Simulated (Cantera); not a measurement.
A closed system holds: 1 mol CaO, 95 mol HCl, 84 mol N₂, at 0.133 bar.

These are equilibrium values from Cantera (NASA tables, ideal gas, pure condensed phases), not measurements of a reactor. Candidate condensed phases: Ca, CaCl₂, CaO, Ca(OH)₂, H₂O, NH₄Cl; 36 gas species. Condensed phases not in the tables: oxide chlorides. Rates play no part.

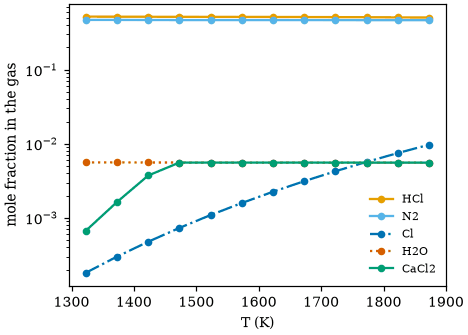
Figure: Equilibrium gas composition (values under 1e-9 drawn at 1e-9)

From 1323 K to 1423 K the condensed part is CaCl₂(l). From 1473 K to 1873 K nothing is condensed. The main Ca-bearing gas is CaCl₂ throughout.
